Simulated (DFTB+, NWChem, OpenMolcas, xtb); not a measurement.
How methods differ on CH5N (methylamine)

CH5N: 7 atoms, total charge 0, spin state singlet. As SMILES, `CN`. The coordinates come from a PBE0-D4/def2-TZVP relaxation.

Each level gives the dipole moment (D). The values are calculated.

**What was measured.** NIST CCCBDB gives the dipole moment of the gas as 1.31 D.

| level | kind | program | value (D) | computed − measured |
| --- | --- | --- | --- | --- |
| DFTB1 | semi-empirical | DFTB+ | 1.02 | -0.29 |
| GFN2-xTB | semi-empirical | xtb | 1.46 | +0.15 |
| GFN1-xTB | semi-empirical | xtb | 1.81 | +0.50 |
| HF/aug-cc-pVDZ | Hartree–Fock | OpenMolcas | 1.38 | +0.07 |
| SVWN5/aug-cc-pVDZ | LDA | NWChem | 1.30 | -0.01 |
| BLYP/aug-cc-pVDZ | GGA | OpenMolcas | 1.27 | -0.04 |
| r2SCAN/aug-cc-pVDZ | meta-GGA | OpenMolcas | 1.28 | -0.03 |
| PBE0/aug-cc-pVDZ | global hybrid | NWChem | 1.30 | -0.01 |
| CAM-B3LYP/aug-cc-pVDZ | range-separated hybrid | NWChem | 1.35 | +0.04 |

Nearest: SVWN5/aug-cc-pVDZ (-0.01 D), PBE0/aug-cc-pVDZ (-0.01 D); farthest: GFN1-xTB (+0.50 D). The measured dipole is a vibrational average, so differences of a few hundredths of a debye mean little. Computed less measured by kind, in D (aug-cc-pVDZ rows): semi-empirical -0.29 to +0.50; Hartree–Fock +0.07; LDA -0.01; GGA -0.04; meta-GGA -0.03; global hybrid -0.01; range-separated hybrid +0.04.

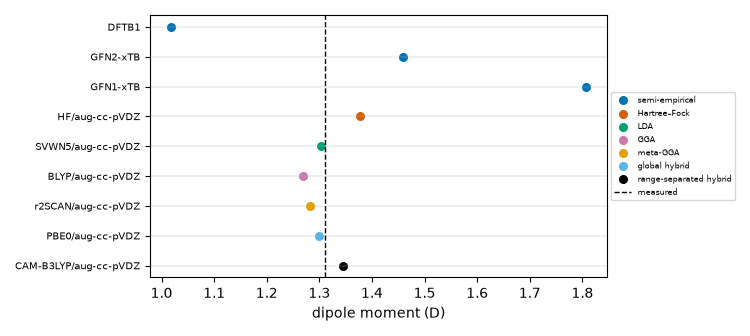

The values of the table, level by level.
